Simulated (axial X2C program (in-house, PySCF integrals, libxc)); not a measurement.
# Linear CoCN⁻ at several levels

Aim: the two bond lengths and stretching wavenumbers of linear CoCN⁻, with and without spin–orbit coupling, at PBE0, BHandHLYP.

Method: all-electron X2C, two-component (2c) or spin-free, Co dyall-v3z, C dyall-v3z, N dyall-av3z; program: an in-house X2C program for linear molecules on PySCF integrals.

All values are calculated.

2 further runs of the same task are left out: 2 set aside as unsound or not needed.

### Step 1. The job

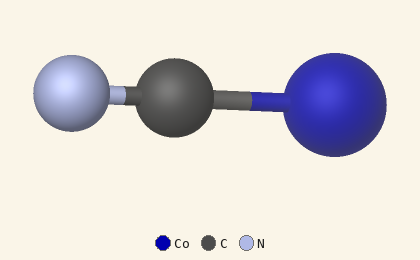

The atoms on one line, bonds 1.810 and 1.160 Å (cobalt blue, carbon dark grey, nitrogen light blue).

File task.json:

```json
{
 "zs": [
  27,
  6,
  7
 ],
 "q": -1,
 "bas": [
  "dyall-v3z",
  "dyall-v3z",
  "dyall-av3z"
 ],
 "r0": [
  1.81,
  1.16
 ],
 "symm": 0,
 "scan": [
  "PBE0",
  "HF",
  "BHandHLYP"
 ],
 "levels": [
  "PBE0",
  "HF",
  "r2SCAN"
 ],
 "nst": 2
}
```

Keys: zs atomic numbers; q charge; bas basis sets; r0 starting distance in Å; symm equal bonds; scan levels of the two-bond scan; levels methods; nst determinants followed.

Launch:

```console
$ python solin.py task.json out
```

Masses Co 58.933, C 12.000, N 14.003 u.

### Step 2. Scan at PBE0, 2c

State: Ω = 7/2 (beyond evenly filled blocks: 2 × ω = 1/2, ω = 5/2). Energies above the lowest point, from the job's result record:

| r(Co–C) (Å) | r(C–N) (Å) | E (meV) |
| --- | --- | --- |
| 1.8866 | 1.1398 | 60.08 |
| 1.8866 | 1.1690 | 12.35 |
| 1.8866 | 1.1982 | 58.39 |
| 1.9350 | 1.1398 | 44.76 |
| 1.9350 | 1.1690 | 0.00 |
| 1.9350 | 1.1982 | 49.03 |
| 1.9350 | 1.2275 | 175.90 |
| 1.9834 | 1.1398 | 52.93 |
| 1.9834 | 1.1690 | 10.66 |
| 1.9834 | 1.1982 | 62.21 |
| 2.0318 | 1.1690 | 38.95 |
| 2.0318 | 1.2275 | 224.14 |

A quadratic surface with cubic terms in each bond gives the minimum at 1.935 and 1.168 Å, force constants 1.56, 17.7 and coupling 0.29 mdyn/Å.

### Step 3. Scan at BHandHLYP, 2c

State: Ω = 7/2 (beyond evenly filled blocks: 2 × ω = 1/2, ω = 5/2). Energies above the lowest point, from the job's result record:

```csv
r(Co–C) (Å),r(C–N) (Å),E (meV)
1.8866,1.1398,71.27
1.8866,1.1690,71.21
1.8866,1.1982,164.98
1.9350,1.1398,22.33
1.9350,1.1690,24.56
1.9350,1.1982,120.65
1.9350,1.2275,294.77
1.9834,1.1398,0.00
1.9834,1.1690,4.02
1.9834,1.1982,101.97
2.0318,1.1690,4.02
2.0318,1.2275,280.84
```

A quadratic surface with cubic terms in each bond gives the minimum at 2.011 and 1.153 Å, force constants 1.17, 19.3 and coupling 0.21 mdyn/Å.

### Step 4. Scan at PBE0, spin-free

State: M_S = 3/2, Λ = 2 (beyond evenly filled blocks: 2 × σα, δ+α, δ+β, δ-α). Energies above the lowest point, from the job's result record:

```csv
r(Co–C) (Å),r(C–N) (Å),E (meV)
1.8866,1.1398,59.89
1.8866,1.1690,12.31
1.8866,1.1982,58.48
1.9350,1.1398,44.60
1.9350,1.1690,0.00
1.9350,1.1982,49.17
1.9350,1.2275,176.17
1.9834,1.1398,52.82
1.9834,1.1690,10.72
1.9834,1.1982,62.42
2.0318,1.1690,39.08
2.0318,1.2275,224.56
```

A quadratic surface with cubic terms in each bond gives the minimum at 1.935 and 1.167 Å, force constants 1.57, 17.7 and coupling 0.29 mdyn/Å.

### Step 5. The levels side by side

| level | r(Co–C) (Å) | r(C–N) (Å) | lower stretch (cm⁻¹) | upper stretch (cm⁻¹) |
| --- | --- | --- | --- | --- |
| PBE0, 2c | 1.935 | 1.168 | 381.2 | 2168.2 |
| BHandHLYP, 2c | 2.011 | 1.153 | 330.4 | 2259.1 |
| PBE0, spin-free | 1.935 | 1.167 | 381.5 | 2168.3 |
| BHandHLYP, spin-free | 2.010 | 1.153 | 330.8 | 2259.2 |

Scans not shown above were run alike.

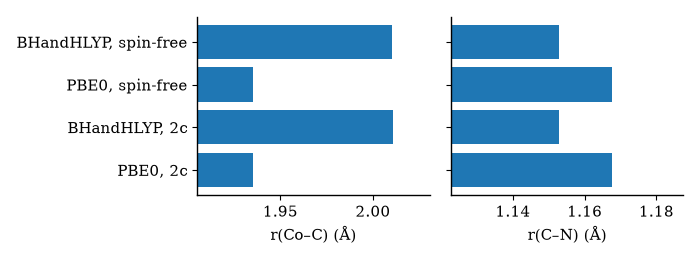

The two bond lengths by level.

**Reading.** Over the levels the Co–C bond spans 1.935 to 2.011 Å and the C–N bond 1.153 to 1.168 Å. At PBE0 spin–orbit coupling leaves both bonds unchanged to 0.001 Å. Each state is one determinant, the lowest of a limited PBE0 search; the stretches come from a fit to few points and are good to some per cent at best. For an anion the highest level of a functional can be positive, and the basis then holds the extra electron. The molecule was held linear; bending was not examined, so a bent shape may lie lower. Note: functional without a current term on a determinant with orbital currents, of the molecule or an atom. Note: several unpaired electrons, one determinant need not be a pure state.
